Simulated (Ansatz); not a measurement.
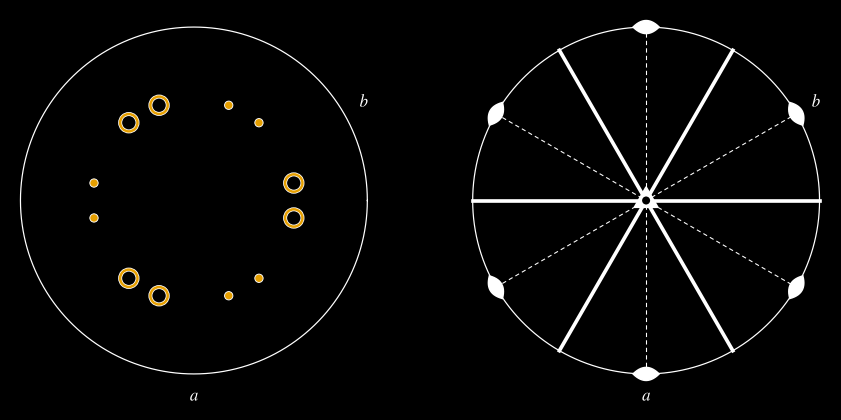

Stereographic projection: filled dots lie in the upper hemisphere, open rings in the lower; heavy lines are mirror planes (a heavy rim: a mirror in the plane of the page); lens, triangle, square and hexagon are 2-, 3-, 4- and 6-fold axes, a lens in an open square is −4, a triangle in an open hexagon −6; thin dashed diameters join the ends of axes that lie in the page; a small open circle marks inversion. The c axis points at the viewer. Left: one general form; right: the symmetry elements. Computed from the symmetry operations of a computed or model structure of composition LuVGa2, which need not be its known form.

Question: Which point group is this?

Answer: -3m (D3d), order 12, trigonal system: one threefold axis, three twofold axes, three mirror planes, an inversion centre.

Question: Which physical properties does it allow?

Answer: It is centrosymmetric, so neither piezoelectric nor pyroelectric; it is not chiral.
